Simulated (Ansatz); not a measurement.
C$_{2}$H$_{6}$Cl: several calculations on one system

## 1. Relaxation

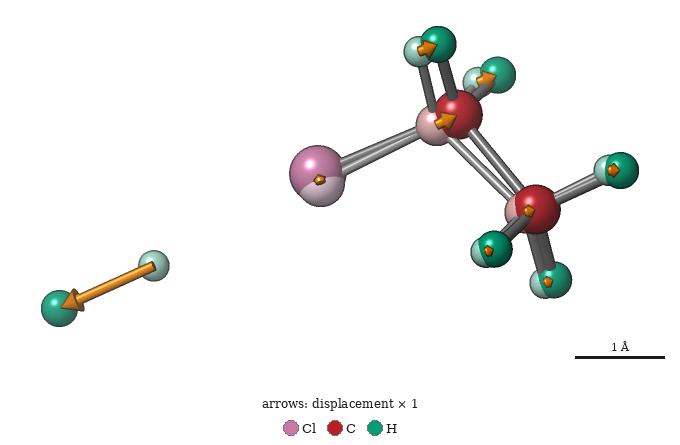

This is a relaxation of C2H6Cl (multiplicity 2) (started from a transition state, displaced along its imaginary mode). The starting structure is drawn faded, the final one solid; orange arrows show the displacements, at their true length. The two geometries are superimposed by the best rigid fit.

A ball-and-stick model, seen at a tilt.

The calculation used UKS PBE0-D4/def2-TZVP in Ansatz 0.2.0. (force threshold 0.005 eV/Å; at most 200 steps)

Q: Atoms of which element are displaced furthest, and by how much?

A: Hydrogen: up to 1.21 Å, against 0.27 Å for carbon.

Q: What happened in the run?

A: The atom that moves furthest after the best rigid fit is an H atom (1.21 Å). Largest moves by element: H 1.21 Å, C 0.27 Å, Cl 0.12 Å. Some distances before and after: C–Cl 1.513 → 1.788 Å, C–C 1.537 → 1.507 Å, C–H 1.110 → 1.089 Å. Among the angles between lasting bonds that change: C–C–H 113.2° → 109.6°, Cl–C–H 109.6° → 106.3°, H–C–H 105.5° → 108.7°. The energy falls by 1.336 eV in 11 accepted moves (14 points after the start). The largest force component goes from 9.9 to 0.0011 eV/Å. The line search rejected the trial steps at points 3, 11, 13 of the run. The forces were under the threshold at step 9, but the run went on from there. Cost: 25 s on 4 threads of Arm Neoverse V2 (shared host).

## 2. Relaxation

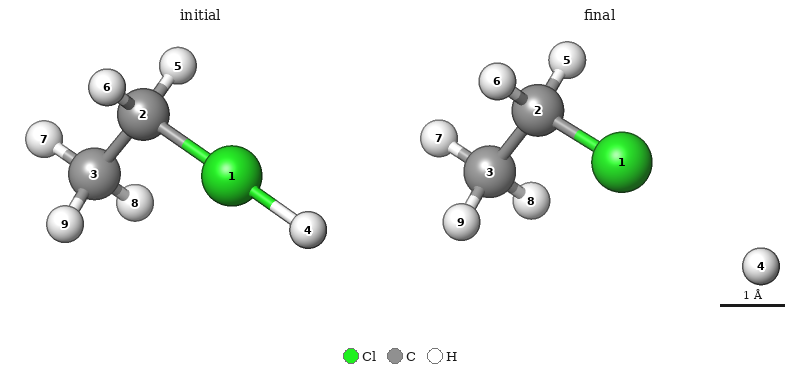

The structure of C$_{2}$H$_{6}$Cl (multiplicity 2) before (left) and after (right) a relaxation, at one scale.

The picture is a ball-and-stick view, seen from a free direction.

The calculation used Ansatz 0.2.0, UKS BHLYP-D4/def2-SVP.

Input file:
```yaml
crystal:
  periodic: [false, false, false]
  atoms:
    - {symbol: Cl, position_ang: [-1.538821, -0.019121, -0.833775]}
    - {symbol: C, position_ang: [0.260050, 0.508790, -0.384493]}
    - {symbol: C, position_ang: [0.752322, -0.324867, 0.756216]}
    - {symbol: H, position_ang: [-3.098014, -0.487504, -1.216828]}
    - {symbol: H, position_ang: [0.156371, 1.566984, -0.156776]}
    - {symbol: H, position_ang: [0.800162, 0.360190, -1.316494]}
    - {symbol: H, position_ang: [1.774896, -0.027322, 1.014406]}
    - {symbol: H, position_ang: [0.128514, -0.192744, 1.641490]}
    - {symbol: H, position_ang: [0.764419, -1.384405, 0.496254]}
basis:
  gaussian: {orbitals: def2-SVP}
magnetization: {spin_polarized: true, initial_magnetization: 1}
hamiltonian: {xc: {name: BHLYP}, dispersion: d4}
relax: {f_tol: 0.03, max_steps: 60, escape_saddle: false}
```

Command:
```bash
ansatz run in.yaml --threads 4 --pin off --events-out ev --progress --plain --max-ram 9574MiB
```

Summarise the run.

Answer. The atom that moves furthest after the best rigid fit is H4 (1.15 Å). Largest moves by element: H 1.15 Å, Cl 0.28 Å, C 0.12 Å. Some distances before and after: Cl1–H4 1.672 → 3.081 Å, Cl1–C2 1.928 → 1.795 Å, C2–C3 1.496 → 1.507 Å. Bonds break, among them: Cl1–H4 (1.67 → 3.08 Å). Bond angles that change, for instance: Cl1–C2–H5 103.1° → 106.5°, H5–C2–H6 111.1° → 108.4°, C3–C2–H5 114.5° → 111.9°. The energy falls by 10.1 kcal/mol in 9 geometry steps. Largest force component: 0.35 eV/Å at the start, 0.0087 eV/Å at the end. The run took 11 s on 4 threads of Arm Neoverse V2 (shared host).

## 3. Reaction

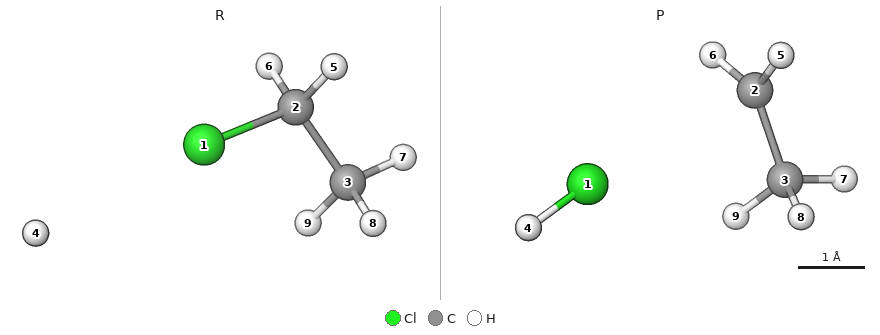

Reactant (R) and product (P) of one elementary step of C2H6Cl (multiplicity 2). A ball-and-stick model, seen at a tilt.

Stationary points at PBE0-D4/def2-TZVP, single-point energies with CCSD(T)/CBS, PBE-D4, CCSD(T), RPA@PBE, CAM-B3LYP-D4, wB97X-V (def2-TZVPP where no basis is named; Ansatz 0.2.0). The energies are electronic, without zero-point or thermal terms, and both ends are the minima reached downhill from the saddle, with any fragments still in contact. CCSD(T)/CBS stands for a frozen-core estimate: MP2 correlation extrapolated from def2-TZVPP and def2-QZVPP, CCSD(T) minus MP2 from the smaller set.

**What is the transition state like, and how high is the barrier?**

Counted by bonded pieces, R holds C₂H₅Cl + H and P holds C₂H₅ + HCl. From R over the saddle to P, a bond forms: Cl1–H4 (3.40 → 1.67 → 1.28 Å). A bond breaks: Cl1–C2 (1.79 → 1.93 → 3.41 Å). The saddle has one imaginary mode, 822i cm⁻¹. With CCSD(T)/CBS the barrier is 9.5 kcal/mol from R and 29.1 kcal/mol from P, and P lies 19.6 kcal/mol below R.

```csv
level,barrier from R (kcal/mol),barrier from P (kcal/mol),P less R (kcal/mol)
CCSD(T)/CBS,9.5,29.1,−19.6
PBE-D4,3.5,21.2,−17.7
CCSD(T),10.5,30.7,−20.2
RPA@PBE,10.8,30.6,−19.8
CAM-B3LYP-D4,7.3,29.1,−21.8
wB97X-V,11.4,29.8,−18.4
```

Against CCSD(T)/CBS, CCSD(T) comes closest on the barrier from R (+1.0 kcal/mol) and PBE-D4 misses most (−6.0 kcal/mol).

The saddle point in the same view, with dashed sticks for the bonds that form or break:

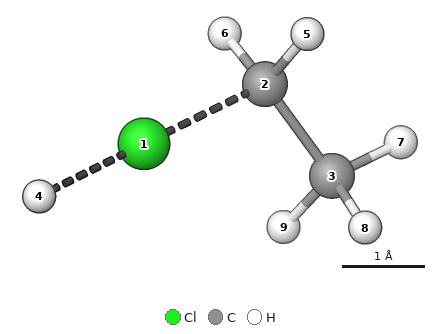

Limits of the set-up: the start holds two separate molecules, 3.4 Å apart at their closest, whose relative position is a soft coordinate.

## 4. Path

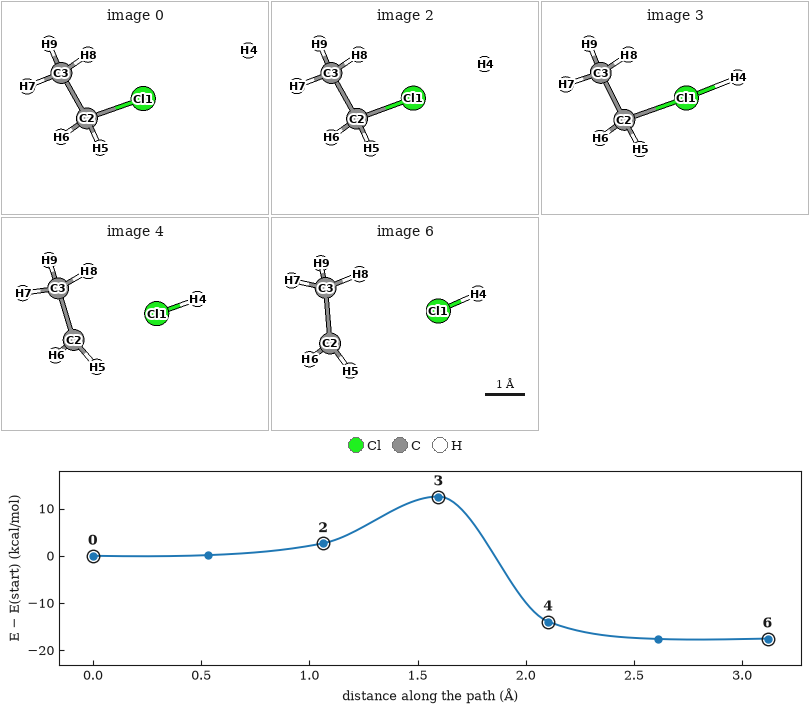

A nudged-elastic-band calculation for C2H6Cl (multiplicity 2), made up at the start of C₂H₅Cl and H. Images are numbered from 0 (start) to 6 (end). Style: ball-and-stick. Shown at a tilt.

Level of theory: Ansatz, UKS wB97X-V/def2-SVP. Run with 5 movable images; climbing image.

Question: What happens along the path, and what is the barrier?

Answer: Breaking: Cl1–C2 (1.79 → 1.97 at the top → 3.41 Å). Forming: Cl1–H4 (3.40 → 1.65 at the top → 1.28 Å). The energy climbs by 12.6 kcal/mol to image 3 and then falls by 30.1 kcal/mol, so the end point sits at −17.5 kcal/mol. The band converged in 10 iterations. The largest component of the band force went from 2 to 0.012 eV/Å. The climbing image converged on the top of the path. Its curvatures weren't checked. The largest force component is 0.36 eV/Å at the start and 0.43 eV/Å at the end; an end with forces this large is no minimum, and the barrier measured from it can be far off.

Limits of the set-up: the start holds two separate molecules, 3.4 Å apart at their closest, whose relative position is a soft coordinate.

Cost: 3.7 min on 4 threads of Arm Neoverse V2 (shared host).
